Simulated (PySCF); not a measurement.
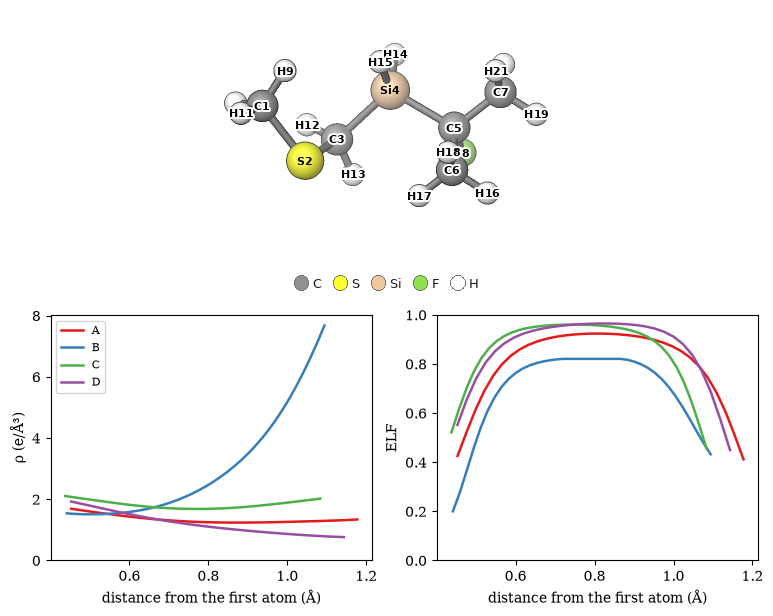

Figure 1: C₅H₁₃FSSi (SMILES CSC[SiH2]C(C)(C)F). Total electron density and electron localisation function along straight lines between neighbouring atoms. The curves leave out the atomic cores. The structure is drawn too.

Geometry: GFN2-xTB.

Theory: PBE0/pcSseg-1, SCF density, gas phase, non-relativistic (PySCF).

Input

```
{"job": {"kind": "nmr", "xc": "PBE0", "basis": "pcSseg-1"}, "charge": 0, "multiplicity": 1}
C      3.398985     0.440688     0.743238
S      2.239227     1.295036    -0.354454
C      1.396386    -0.158202    -1.071540
Si     0.079018    -0.854366     0.115783
C     -1.599120    -0.017175    -0.320947
C     -1.551685     1.503291    -0.282066
C     -2.751044    -0.554968     0.513711
F     -1.856746    -0.388881    -1.658098
H      2.851044    -0.168232     1.456841
H      4.065895    -0.178464     0.148532
H      3.967846     1.206091     1.260414
H      2.169565    -0.878119    -1.330478
H      0.948138     0.196692    -1.997382
H     -0.036409    -2.300744    -0.085747
H      0.396415    -0.542895     1.513651
H     -2.483872     1.917983    -0.663343
H     -0.732757     1.881551    -0.889428
H     -1.407653     1.838342     0.741054
H     -3.692504    -0.107938     0.198030
H     -2.825945    -1.633593     0.400019
H     -2.583706    -0.324451     1.561738
```

Launched as:

```sh
OMP_NUM_THREADS=1 python probes_run.py task.json out
```

Question: Which curve belongs to which contact (C–C, C–F, C–S and C–Si)? The first atom named is at distance zero.

Answer: Curve A: C–S (1.81 Å): ρ is about 1.2 e/Å³ halfway; the ELF peaks at about 0.90 between the atoms; a shared electron pair. Curve B: C–F (1.41 Å): the density is about 1.9 e/Å³ at the midpoint, with its minimum of 1.5 e/Å³ about 0.5 Å from C; the ELF peaks at about 0.80 between the atoms; a polar covalent bond. Curve C: C–C (1.52 Å): ρ is about 1.7 e/Å³ halfway; the ELF peaks at about 0.95 between the atoms: localised, covalent bonding. Curve D: C–Si (1.91 Å): ρ is about 0.91 e/Å³ halfway; the ELF peaks at about 0.95 between the atoms (localised, covalent bonding).
